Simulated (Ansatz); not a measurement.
## Electronic structure of Cl3FGe···NH3 in real space

Input

```
crystal:
  periodic: [false, false, false]
  atoms:
    - { symbol: Ge, position_ang: [-0.031562, -0.10776, 0.034331] }
    - { symbol: Cl, position_ang: [-0.282184, -0.412308, 2.198796] }
    - { symbol: Cl, position_ang: [1.974394, -0.380538, -0.701583] }
    - { symbol: Cl, position_ang: [-1.110955, 1.566007, -0.785399] }
    - { symbol: F, position_ang: [-0.879533, -1.479097, -0.625915] }
    - { symbol: "N", position_ang: [1.470611, 2.323424, 1.270569] }
    - { symbol: H, position_ang: [2.174228, 1.708213, 0.854757] }
    - { symbol: H, position_ang: [0.833658, 2.684219, 0.556645] }
    - { symbol: H, position_ang: [0.947444, 1.83684, 2.023301] }
basis:
  gaussian: { orbitals: def2-SVP }
hamiltonian:
  xc: pbe
  dispersion: d4
relax:
  f_tol: 0.03
  max_steps: 50
output:
  orbitals: {}
```

Command:

```sh
ansatz run input.yaml --threads 4 --pin off --max-ram 5120MiB --backend cpu --events-out ev --progress --plain --runs-dir out
```

The fields are those of the run's last geometry, not of the input's.

Theory: Ansatz, RKS PBE-D4/def2-SVP.

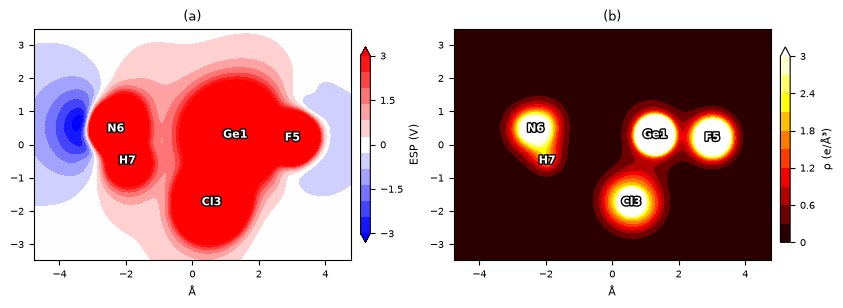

Figure 1. (a) molecular electrostatic potential; (b) electron density on the plane of atoms Cl3, Ge1 and F5.

### Describe what can be read from this map.

The plane passes through Ge, Cl, F, N and H nuclei.
Ge1···N6 (3.60 Å): the density falls to about 0.04 e/Å³ on the way: a weak contact between the two molecules.
Ge–F (1.74 Å): the density is about 0.93 e/Å³ at the midpoint.
Ge–Cl (2.14 Å): ρ is about 0.75 e/Å³ halfway.
N–H (1.03 Å): the density is about 2.7 e/Å³ at the midpoint.
Outside the dense part of the complex the potential is most negative (−3.3 V) near N6.

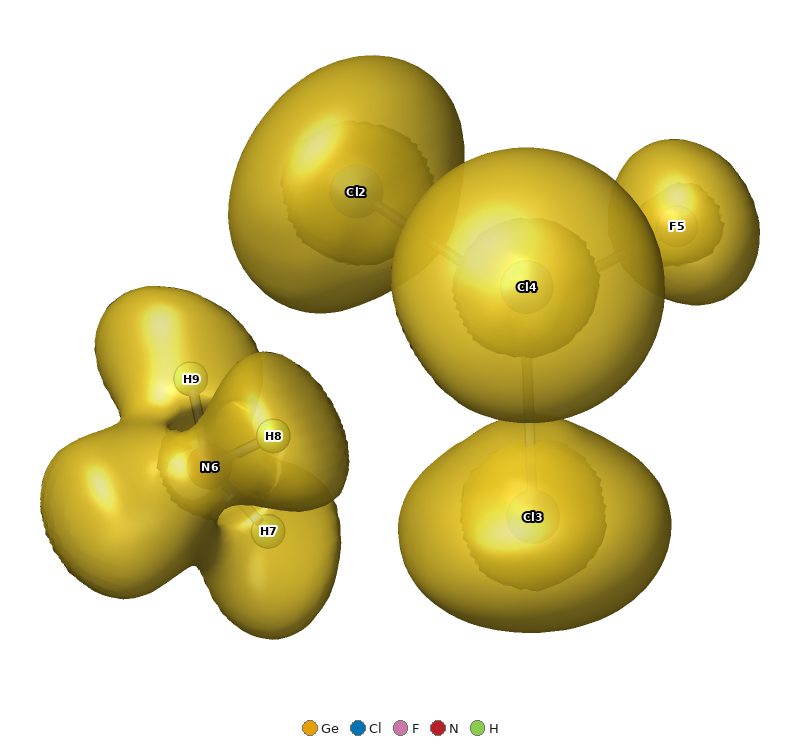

Figure 2. Isosurface of the electron localisation function at 0.75 (yellow), seen at an oblique angle. Core shells and regions of very low density are left out.

### Where are the electrons localised?

The surface consists of three regions wrapped around Cl (the valence shell of each), one region wrapped around F (its valence shell) and one joined region spread over several atoms (H, N), in which their bonds and any lone pairs are merged. Along the contacts the grid gives the following. Ge1···N6 (3.60 Å): the ELF dips to about 0.05 between them; a non-bonded, intermolecular contact. Ge–F (1.74 Å): the ELF peaks at about 0.80 in the valence shell of F, 0.5 Å from its nucleus, and is about 0.25 at the midpoint.

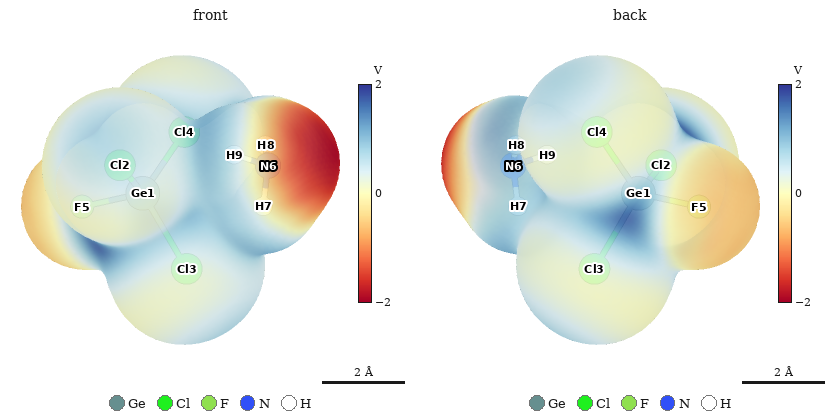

Figure 3. The electrostatic potential painted on the density surface at 0.002 e/bohr³, seen from the front and from behind; red is negative and blue positive.

### Where is the surface potential most negative and most positive?

The most negative region (about −1.9 V) lies over N6, the most positive (about +1.6 V) over Ge1. Cl2 shows a σ-hole: about +0.7 V at the tip opposite its bond, against about +0.3 V on its flanks. Cl3 shows a σ-hole: about +0.7 V at the tip opposite its bond, against about +0.3 V on its flanks. Cl4 shows a σ-hole: about +0.7 V at the tip opposite its bond, against about +0.3 V on its flanks. N6 is the likeliest acceptor of a hydrogen bond.

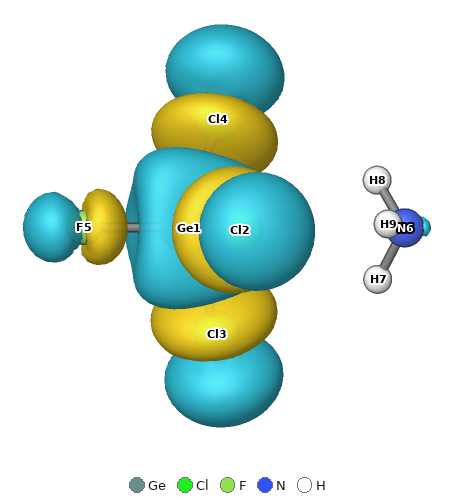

Figure 4. The LUMO at ±0.08 Å⁻³ᐟ² (yellow and cyan are the two phases), seen across its widest extent.

### Where does this orbital lie, and at what energy?

By Hirshfeld shares it lies mainly on Ge1 (about 30 %), Cl2 (about 20 %), Cl3 (about 20 %), Cl4 (about 20 %) and F5 (about 5 %). Its energy is −3.52 eV.
